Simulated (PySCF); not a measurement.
Si(I)4, SMILES I[Si](I)(I)I (I4Si) at its B3LYP/def2-SVP optimised geometry (Å):

```
5

I      1.6473    -1.1644     0.0000
Si    -0.8232    -1.1644     0.0000
I     -1.6460    -2.3294     2.0171
I     -1.6473     1.1644     0.0000
I     -1.6466    -2.3285    -2.0175
```

Method: B3LYP/def2-TZVP, def2 effective core potentials past Kr (PySCF). The core electrons that the potentials of I replace are not part of the density. Cells within 0.4 Å of a nucleus heavier than hydrogen are left out (blank, or x).

Map of the LUMO amplitude (bohr^(-3/2)) on the plane z = 0.0 Å; orbital energy -3.14 eV, overall sign arbitrary:

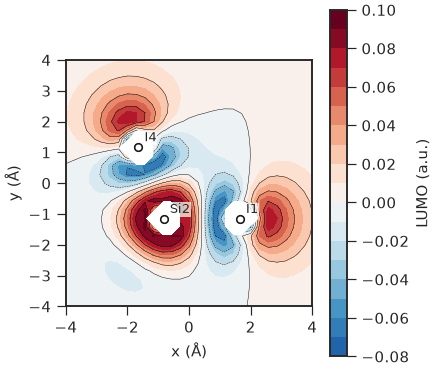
Figure. LUMO amplitude (bohr^(-3/2)) on the plane z = 0.0 Å.
